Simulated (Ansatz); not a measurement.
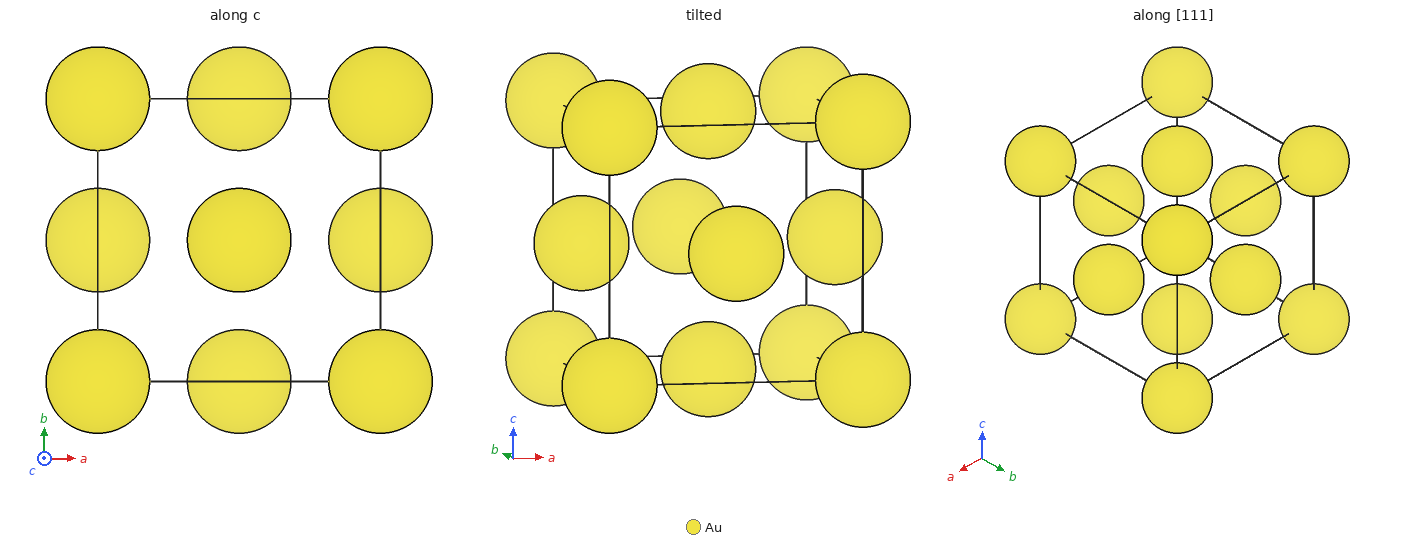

We look at a spheres-only model of the crystal along the c axis, slightly off an axis and along [111]. The wireframe shows the conventional unit cell.

> How many atoms are there in one cell?

4 (gold), counting shared atoms by their share.

> State the lattice type.

Face-centred cubic.

> Determine the space group.

Fm-3m (No. 225), with Au on 4a.

> Which textbook structure type do you recognise?

Face-centred cubic (Cu type).

Its origin is the standard structure of this element. Earlier steps of the study, as a rule a relaxation of our own, may have changed the cell and positions, so they can lie some per cent off the listed ones. Ansatz was used for an electronic-structure calculation on it.
